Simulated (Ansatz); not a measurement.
```yaml
atoms:
  - { symbol: Si, position_ang: [-0.5202, 0.0010, -0.4661] }
  - { symbol: H, position_ang: [0.1091, -0.0024, 2.1484] }
  - { symbol: Cl, position_ang: [1.4388, -0.0003, 0.0337] }
  - { symbol: Cl, position_ang: [-0.9166, 1.6700, -1.5402] }
  - { symbol: Cl, position_ang: [-0.9143, -1.6698, -1.5375] }
  - { symbol: F, position_ang: [-1.5258, 0.0013, 0.7479] }
  - { symbol: H, position_ang: [-0.4358, 0.0003, 2.5850] }
```

Not at a stationary point (largest force 1.3 eV/Å).

Computed with RHF/6-31G* (Ansatz 0.2.0).

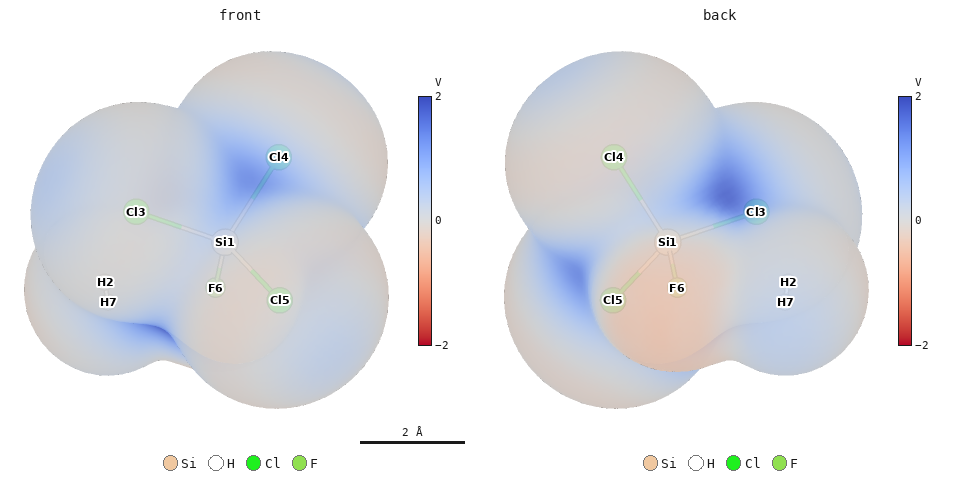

Cl3FSi···H2. The molecular electrostatic potential painted on the density surface at 0.001 e/bohr³, seen from the front and from behind; red is negative and blue positive.

Q: Describe the electrostatic potential map.

A: The most negative region (about −0.4 V, or −9 kcal/mol for a unit charge) lies over F6, the most positive (about +1.6 V, or +37 kcal/mol for a unit charge) over Si1.
